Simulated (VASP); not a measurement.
Band structure of IrO$_{2}$ (space group P4_2/mnm). Calculation: LDA (Ceperley-Alder, Perdew-Zunger) with spin-orbit coupling, VASP's LDA PAW potentials (set 64) (plane waves; VASP).

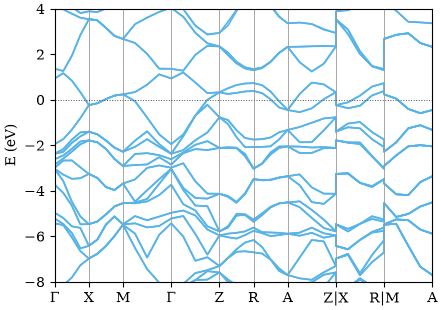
*Bands along high-symmetry lines, zero at the valence-band maximum or, without a gap, the Fermi level*

Q: Read the plot: is there a gap, and where are the band edges?

A: It has no gap at this level: it comes out as a metal or semimetal.

The structure comes from a computed database's IrO2 entry (P4_2/mnm); how it stands against other phases isn't given here. It was relaxed first.
